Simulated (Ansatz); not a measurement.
**How NaI (Fm-3m) expands on warming**

How much does NaI expand with temperature?

Experimental results on record:
- volume expansion coefficient 135 1e-6/K near room temperature (given in “Descriptors for thermal expansion in solids”, 2017, arXiv:1701.03966)

Main program and level: Ansatz 0.2.0; DFT LDA, scalar-relativistic, plane waves, PAW.

## 1. The structure

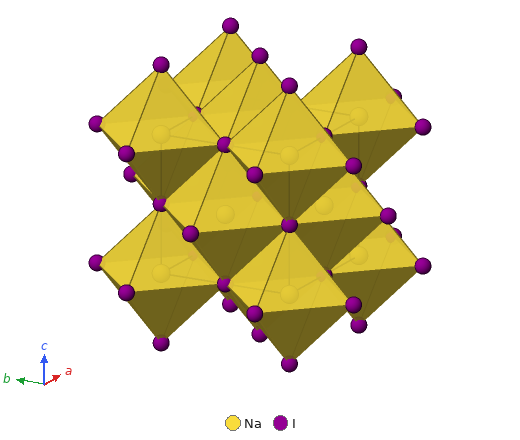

Start, viewed from a free direction; sodium yellow, iodine purple. This picture shows the conventional cell, with its axes. Some periodic images of atoms are drawn too.

Structure file:

```cif
data_structure
_symmetry_space_group_name_H-M 'Fm-3m'
_symmetry_Int_Tables_number 225
_cell_length_a 6.4728
_cell_length_b 6.4728
_cell_length_c 6.4728
_cell_angle_alpha 90.000
_cell_angle_beta 90.000
_cell_angle_gamma 90.000
_cell_volume 271.19
loop_
_atom_site_label
_atom_site_type_symbol
_atom_site_symmetry_multiplicity
_atom_site_Wyckoff_symbol
_atom_site_fract_x
_atom_site_fract_y
_atom_site_fract_z
_atom_site_occupancy
Na1 Na 4 a 0.00000 0.00000 0.00000 1
I1 I 4 b 0.50000 0.00000 0.00000 1
```

## 2. A first coarse run

Before spending time, one coarse run tells the gap and the pressure of the starting cell.

Input file input.yaml:

```yaml
crystal:
  lattice:
    - [0.0, 3.2364, 3.2364]
    - [3.2364, 0.0, 3.2364]
    - [3.2364, 3.2364, 0.0]
  atoms:
    - { symbol: Na, position: [0.0, 0.0, 0.0] }
    - { symbol: I, position: [0.5, 0.5, 0.5] }
kpoints:
  mp_grid: { grid: [6, 6, 6] }
hamiltonian:
  xc: lda
scf:
  occupations: { method: gaussian, width: 0.1 }
output:
  forces: true
  stress: true
  eigenvalues: true
```

Run with:

```bash
$ ansatz run input.yaml --threads 4 --pin off --max-ram 16384MiB --backend cpu --events-out ev --progress --plain --runs-dir out
```

Numbers of over 12 decimals in the logs are rounded to 6 here.

Output:

```text
Engine: ansatz 0.2.0, aarch64-unknown-linux-gnu
Pseudopotentials: kind: paw
Pseudopotential: Na, paw, valence charge 9, recommended cutoff 420 eV (normal), Na.paw.azcp
Pseudopotential: I, paw, valence charge 17, recommended cutoff 420 eV (normal), I.paw.azcp
Functional definition: SPW92
  exchange = slater_x
  correlation = pw_c
Crystal: 2 atoms, lattice volume = 67.798 Å³
Basis set: ecut = 420 eV, 1363 PW (Γ)
Bands: 17, of which v1, the nominal top of the filled ones, is band 13 counted from 1 (12 counted from 0)
Symmetry: 48 space group operations
Space group: Fm-3m (ITA 225), of the structure as read, at distance tolerance 4.1e-5 Å
k-points: 16 of 216
Non-local potential: Na, projectors of the file, l = 0: 3, l = 1: 2, l = 2: 1
Non-local potential: I, projectors of the file, l = 0: 2, l = 1: 2, l = 2: 2, l = 3: 2
PAW form: soft (Blöchl's): semilocal exchange-correlation on the pseudo side does not see the compensation charge
PAW frozen core: Na, regenerated for the run's functional, and the local potential with it (the file was generated under x = pbe(κ = 0.804, μ = 0.219515), c = pbe(β = 0.066725))
PAW frozen core: I, regenerated for the run's functional, and the local potential with it (the file was generated under x = pbe(κ = 0.804, μ = 0.219515), c = pbe(β = 0.066725))
PAW one-centre angular grid: Na, 110 points (default); XC on 64 Gauss nodes
PAW one-centre angular grid: I, 590 points (default); XC on 64 Gauss nodes
Initial density: superposition of atomic densities (neutral atoms: chi_scale 0, normalization atom), corrected by the library's trained network
Initial wavefunctions: pseudopotential atomic-orbital guess
Functional: x = slater, c = lda
SCF iter   1: F=—  HF=-8824.979556 eV  |F-HF|=—  |Δ(HF+E_count)|=         —  Δρ=5.26e-3  dr2=7.51e-3  ethr=1.77e-3  ⟨swp⟩=5.8  Hψ=1459  notcnv=0
preconditioner: auto → none  [insulator: Δε(μ)=3.323 eV  Ē_g=10.446 eV  σ=0.100 eV  W_gap=1.00  n_scr=14 (ndim 8)  ℏωp=12.8 eV  f_vac=0.068  D(μ)=0.00/eV (n_scr^D=0)  ε∞_Penn≈2.5]
SCF iter   2: F=—  HF=-8824.974755 eV  |F-HF|=—  |Δ(HF+E_count)|=   4.80e-3  Δρ=1.90e-3  dr2=1.68e-3  ethr=2.89e-5  ⟨swp⟩=2.1  Hψ=593  notcnv=0
SCF iter   3: F=—  HF=-8824.974474 eV  |F-HF|=—  |Δ(HF+E_count)|=   2.81e-4  Δρ=6.79e-4  dr2=2.57e-4  ethr=6.45e-6  ⟨swp⟩=2.2  Hψ=440  notcnv=0
SCF iter   4: F=—  HF=-8824.974395 eV  |F-HF|=—  |Δ(HF+E_count)|=   7.98e-5  Δρ=2.09e-4  dr2=1.40e-5  ethr=9.87e-7  ⟨swp⟩=2.6  Hψ=389  notcnv=0
SCF iter   5: F=—  HF=-8824.974394 eV  |F-HF|=—  |Δ(HF+E_count)|=   5.83e-7  Δρ=1.21e-5  dr2=1.37e-7  ethr=5.39e-8  ⟨swp⟩=1.1  Hψ=276  notcnv=0
SCF iter   6: F=-8824.974394 eV  HF=-8824.974394 eV  |F-HF|=5.46e-9  |Δ(HF+E_count)|=   1.03e-8  Δρ=3.07e-6  dr2=6.92e-9  ethr=3.85e-10  ⟨swp⟩=5.8  Hψ=1172  notcnv=0
SCF 1 converged in 6 iterations: F = -8824.974394 eV  dr2 = 6.92e-9
  greatest PAW one-centre occupation: 1.000 electrons in one spin orbital (limit 2), on the I atom at site 1 (counted from 0), in its partial waves of l = 2
SCF converged after 6 iterations
Free energy (F): -8824.974394 eV
Harris-Foulkes:  -8824.974394 eV  (|F-HF|=5.46e-9)
Internal energy: -8824.974394 eV  (E = F + TS)
E sigma→0 (E₀):  -8824.974394 eV
Fermi energy:    4.442581 eV
--- Per-component energies (eV) ---
  E_band       = -619.891497
  E_kinetic    = 310.456340
  E_local      = -3356.109297  (includes V_loc(G=0)·N_el)
  E_nonlocal   = 31.348119
  E_hartree    = 1517.054762
  E_xc         = -165.444759
  E_vxc        = -178.323104  (∫ρ·V_xc dr)
  E_paw        = -4905.351595  (= ΣΔE_a)
  E_vpaw       = -461.377934  (= ΣTr[D̂ρ^β])
  E_aug_tail   = 0.000050  (compensation charges beyond the density's cutoff)
  E_ewald      = -2257.850118
  E_core_change = 0.922105  (= ΣΔE_core)
  E_smearing   = -0.000000  (= −TS)
  E_closure    = 0.000000  (closes the sum)
  Σ components = -8824.974394   (vs F -8824.974394, Δ=0.00e0)
--- Forces (eV/Å), atoms counted from 1 ---
  atom   1  Na    -0.00000000     0.00000000    -0.00000000
  atom   2  I      0.00000000    -0.00000000    -0.00000000
  max |Σ_I F_I| component: 5.61e-29 eV/Å
--- Stress (GPa, compression-positive) ---
       -1.637343       0.000000      -0.000000
       -0.000000      -1.637343       0.000000
       -0.000000       0.000000      -1.637343
  P = ⅓ Tr σ = -1.6373 GPa (-16.373 kbar)
--- Band table (eV; the first three rows and the last of 16) ---
  k-point 0: bands = [... 9 lower, -8.3504, 2.7745, 2.7745, 2.7745, 6.1074, 10.6109, 10.6109, 10.6109]
  k-point 1: bands = [... 9 lower, -8.2769, 2.0057, 2.6981, 2.6981, 6.9494, 10.0831, 10.7947, 10.7947]
  k-point 2: bands = [... 9 lower, -8.1214, 0.9572, 2.5556, 2.5556, 7.6354, 10.3486, 10.3486, 10.5650]
  k-point 15: bands = [... 9 lower, -7.9562, 1.0624, 1.6408, 1.8601, 7.9290, 9.1259, 11.1705, 11.2069]
```

The job ended after 0.93 s (4 threads of Arm Neoverse V2, shared host; peak memory 0.29 GiB; 1.6 s of CPU time).

Numbers from this step:

| Property | Result |
| --- | --- |
| pressure | -1.637 GPa |
| gap on the k-mesh | 3.333 eV |
| volume per atom | 33.90 Å³ |

The start is under -1.6 GPa at this level and looks like an insulator or semiconductor on this mesh.

## 3. Relaxation

The vibrations must be taken about the equilibrium of this functional, not about the starting cell, so the structure is relaxed.

input.yaml, the sections that differ from step 2:

```yaml
scf:
  occupations: { method: gaussian, width: 0.02 }
output:
  forces: true
  stress: true
  eigenvalues: true
  write_density: true
  write_potential: true
  elf: true
  volumetric_format: npy
relax:
  adjacent_minimum: "off"
  f_tol: 0.005
  max_steps: 80
  cell: { stress_tol: 0.05 }
# crystal, kpoints, hamiltonian: as in step 2
```

Output:

```text
[...]
Crystal: 2 atoms, lattice volume = 67.798 Å³
Basis set: ecut = 420 eV, 1363 PW (Γ)
Bands: 17, of which v1, the nominal top of the filled ones, is band 13 counted from 1 (12 counted from 0)
Symmetry: 48 space group operations
[...]
k-points: 16 of 216
[...]
SCF iter   1: F=—  HF=-8824.979585 eV  |F-HF|=—  |Δ(HF+E_count)|=         —  Δρ=5.25e-3  dr2=7.50e-3  ethr=1.77e-3  ⟨swp⟩=6.2  Hψ=1483  notcnv=0
[...]
SCF iter   6: F=-8824.974394 eV  HF=-8824.974394 eV  |F-HF|=5.90e-9  |Δ(HF+E_count)|=   7.01e-9  Δρ=3.29e-6  dr2=7.59e-9  ethr=3.85e-10  ⟨swp⟩=10.3  Hψ=1882  notcnv=0
SCF 1 converged in 6 iterations: F = -8824.974394 eV  dr2 = 7.59e-9
[...]
relax step   1: F+E_penalty+E_count = -8824.97439401 eV  Δ(F+E_penalty+E_count) = +0.000e0 eV  max|allowed force component| = 1.613e-28 eV/Å  Δτ_max = 0.0000 Å  P = -1.637 GPa  Ω = 67.798 Å³  (6 SCF iters, dr2 threshold 1.00e-7 eV, accepted)
Crystal: 2 atoms, lattice volume = 64.528 Å³
Basis set: ecut = 420 eV, 1243 PW (Γ)
[...]
iter 1 solved again at ethr=1.26e-5 eV; its pass at ethr=3.10e-3 eV (dr2=3.29e-3 eV) is discarded
[...]
SCF iter   5: F=-8825.001406 eV  HF=-8825.001406 eV  |F-HF|=7.28e-12  |Δ(HF+E_count)|=   1.14e-7  Δρ=6.24e-6  dr2=1.71e-8  ethr=7.69e-10  ⟨swp⟩=10.8  Hψ=2057  notcnv=0
SCF 2 converged in 5 iterations: F = -8825.001406 eV  dr2 = 1.71e-8
  Residual-converged pass: ⟨swp⟩=1.0  Hψ=336  notcnv=0  max |occ|·‖R‖ = 7.0e-9 eV (tolerance 1.0e-8 eV)  dr2=1.71e-8  dr2_onsite=5.51e-9  max |Δocc| = 0.0e0
relax step   2: F+E_penalty+E_count = -8825.00140554 eV  Δ(F+E_penalty+E_count) = -2.701e-2 eV  max|allowed force component| = 1.469e-29 eV/Å  Δτ_max = 0.0000 Å  P = -0.936 GPa  Ω = 64.528 Å³  energy of the carried Pulay correction = +3.782e-4 eV  (5 SCF iters, dr2 threshold 2.00e-7 eV, accepted)
Crystal: 2 atoms, lattice volume = 60.631 Å³
[...]
SCF iter   5: F=-8825.011154 eV  HF=-8825.011154 eV  |F-HF|=1.25e-9  |Δ(HF+E_count)|=   1.56e-7  Δρ=7.43e-6  dr2=1.97e-8  ethr=7.69e-10  ⟨swp⟩=10.9  Hψ=2089  notcnv=0
SCF 3 converged in 5 iterations: F = -8825.011154 eV  dr2 = 1.97e-8
relax step   3: F+E_penalty+E_count = -8825.01115432 eV  Δ(F+E_penalty+E_count) = -9.749e-3 eV  max|allowed force component| = 1.194e-29 eV/Å  Δτ_max = 0.0000 Å  P = +0.246 GPa  Ω = 60.631 Å³  energy of the carried Pulay correction = +8.541e-4 eV  (5 SCF iters, dr2 threshold 2.00e-7 eV, accepted)
[...]
relax step   4: F+E_penalty+E_count = -8825.01158449 eV  Δ(F+E_penalty+E_count) = -4.302e-4 eV  max|allowed force component| = 2.008e-29 eV/Å  Δτ_max = 0.0000 Å  P = -0.024 GPa  Ω = 61.403 Å³  energy of the carried Pulay correction = +7.575e-4 eV  (4 SCF iters, dr2 threshold 1.51e-7 eV, accepted)
[...]
SCF iter   1: F=—  HF=-8825.010782 eV  |F-HF|=—  |Δ(HF+E_count)|=         —  Δρ=7.56e-5  dr2=6.20e-7  ethr=3.59e-6  ⟨swp⟩=2.4  Hψ=2124  notcnv=0
eigensolver tolerance schedule: the retry pair's looser diagonalisation over-reported the residual by 1506.15 of it (diagonalisation noise at an unbounded share of the residual, at the tolerance the schedule requests for it); recorded, not acted on — ethr = c·dr2/N_el stays at c = 1.0e-1
[...]
SCF iter   2: F=—  HF=-8825.010782 eV  |F-HF|=—  |Δ(HF+E_count)|=   1.97e-7  Δρ=3.57e-5  dr2=1.04e-7  ethr=2.38e-9  ⟨swp⟩=2.2  Hψ=496  notcnv=0
[...]
SCF iter   5: F=-8825.010782 eV  HF=-8825.010782 eV  |F-HF|=1.82e-12  |Δ(HF+E_count)|=  1.51e-10  Δρ=1.93e-7  dr2=8.16e-12  ethr=1.00e-12  ⟨swp⟩=6.7  Hψ=1290  notcnv=0
SCF 5 converged in 5 iterations: F = -8825.010782 eV  dr2 = 8.16e-12
relax step   5: F+E_penalty+E_count = -8825.01078197 eV  Δ(F+E_penalty+E_count) = +8.025e-4 eV  max|allowed force component| = 1.609e-29 eV/Å  Δτ_max = 0.0000 Å  P = -0.024 GPa  Ω = 61.403 Å³  stress off target by 2.41e-2 GPa  SCF on the basis re-selected at this cell (its energy is not comparable with the rows above)  (5 SCF iters)
basis re-selected at this cell: Δ(F+E_penalty+E_count) = +8.025e-4 eV, ΔP = -0.000 GPa vs the last step (what re-selecting the basis moved, of the pressure what is left beyond the Pulay correction that the steps carried, after the strain that the cell walked since its last selection, with what the two solves' SCF thresholds leave and, on support functions, any second-order correction that the steps lacked; it is no measure of the basis error at this ecutwfc). The dense FFT grid was sized anew with the basis: this SCF ran on 30×30×30 points, the steps before it on 32×32×32, so part of this shift can come from that change (see relax.cell in the input reference). [rest of the remark cut]
SCF converged after 5 iterations
Free energy (F): -8825.010782 eV
[...]
Internal energy: -8825.010782 eV  (E = F + TS)
E sigma→0 (E₀):  -8825.010782 eV
Fermi energy:    5.545330 eV
[...]
--- Stress (GPa, compression-positive) ---
       -0.024073      -0.000000      -0.000000
       -0.000000      -0.024073      -0.000000
       -0.000000      -0.000000      -0.024073
  P = ⅓ Tr σ = -0.0241 GPa (-0.241 kbar)
--- Band table (eV; the first three rows and the last of 16) ---
  k-point 0: bands = [... 9 lower, -7.6655, 3.7374, 3.7374, 3.7374, 7.3531, 11.5741, 11.5741, 11.5741]
  k-point 1: bands = [... 9 lower, -7.5683, 2.8404, 3.6419, 3.6419, 8.2445, 11.0930, 11.8063, 11.8063]
  k-point 2: bands = [... 9 lower, -7.3593, 1.6170, 3.4660, 3.4660, 8.7177, 11.4034, 11.4034, 12.0363]
  k-point 15: bands = [... 9 lower, -7.1380, 1.7130, 2.3845, 2.6456, 9.0615, 10.0575, 12.4680, 12.4963]
--- Relaxed structure (4 steps of the walk, 4 accepted, 1 SCFs on fresh bases) ---
  F+E_penalty+E_count = -8825.01078197 eV   max|allowed force component| = 1.609e-29 eV/Å   (the final SCF, on the basis selected at the relaxed cell)
  cell:  # Å, volume = 61.4032 Å³
    - [0, 3.131269, 3.131269]
    - [3.131269, 0, 3.131269]
    - [3.131269, 3.131269, 0]
  atoms:
    - { symbol: Na, position: [0, 0, 0] }
    - { symbol: I, position: [0.5, 0.5, 0.5] }
```

Run time: 2.5 s. Hardware: 4 threads; peak memory 0.33 GiB.

Step by step:

```csv
step,energy less that of the first step (eV),largest force component (eV/Å),pressure (GPa),volume (Å³)
1,0.0000,0.0000,-1.64,67.80
2,-0.0270,0.0000,-0.94,64.53
3,-0.0368,0.0000,0.25,60.63
4,-0.0372,0.0000,-0.02,61.40
5*,-0.0364,0.0000,-0.02,61.40
```

Relaxation steps marked * repeat the geometry before them on a plane-wave basis chosen anew for their cell, so energy and pressure can jump there.

The run keeps the 48 symmetry operations that it works with, so distortions that break them were not tested.

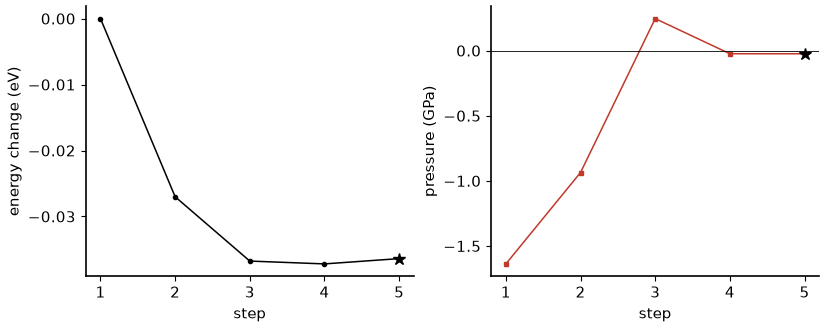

Energy and pressure along the relaxation. Stars mark steps on a basis chosen anew.

```csv
"conventional cell, symmetrised",before,after,change
a (Å),6.473,6.263,-3.2 %
b (Å),6.473,6.263,-3.2 %
c (Å),6.473,6.263,-3.2 %
volume (Å³/atom),33.90,30.70,-9.4 %
```

The relaxed structure:

```xyz
2
Lattice="0.0000 3.1313 3.1313 3.1313 0.0000 3.1313 3.1313 3.1313 0.0000" Properties=species:S:1:pos:R:3 pbc="T T T"
Na    0.0000    0.0000    0.0000
I     3.1313    3.1313    3.1313
```

Numbers from this step:

```yaml
pressure: -0.02407 GPa
gap_on_the_k_mesh: 3.616 eV
volume_per_atom: 30.70 Å³
```

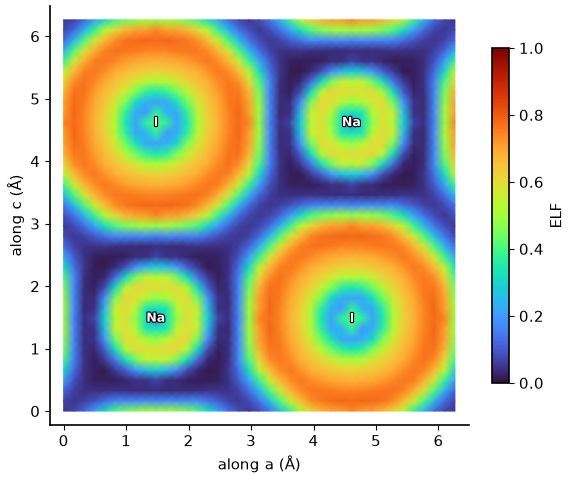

ELF in the ac plane of the conventional cell at fractional y = 0.000, with atoms of Na and I within 0.2 Å of it. It is the smooth field of the valence electrons, not physical close to the nuclei. The map starts off the cell's origin, so that atoms lie inside it.

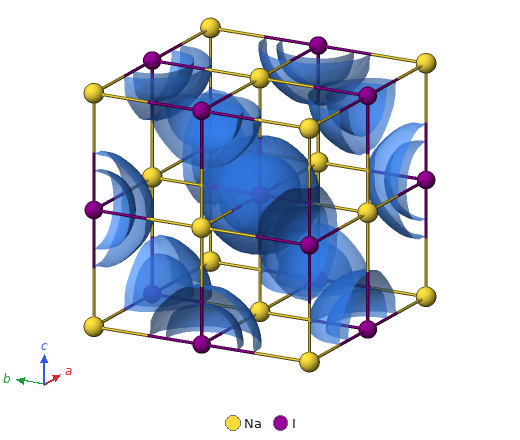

Surface of ELF = 0.7.

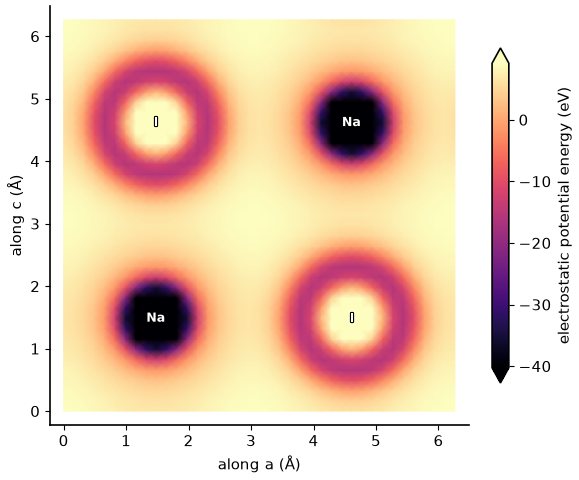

Electrostatic potential energy in the ac plane of the conventional cell at fractional y = 0.000, with atoms of Na and I within 0.2 Å of it. With pseudopotentials it is smooth inside the atoms' cores, unlike the true potential. The map starts off the cell's origin, so that atoms lie inside it.

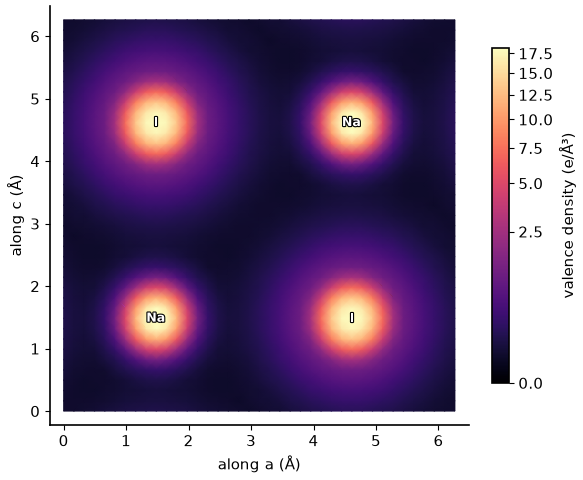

Valence density in the ac plane of the conventional cell at fractional y = 0.000, with atoms of Na and I within 0.2 Å of it. It is the smooth field of the valence electrons, not physical close to the nuclei. The map starts off the cell's origin, so that atoms lie inside it. The colour scale is stretched toward low values.

The relaxation ends with a pressure of -0.02 GPa.

(Continued in part 2 of 5.)

[Logs are printed without paths, hosts, clocks, repeated set-up lines and the standing remarks that a program may print on its own settings, such as how far it seeks lower states.]

[Hosts, paths, dates, database ids (printed as entryN), source tags and the programs' standing remarks are cut or masked in the printed files.]

[A step with changed settings may run another functional than the one named; its input shows which.]
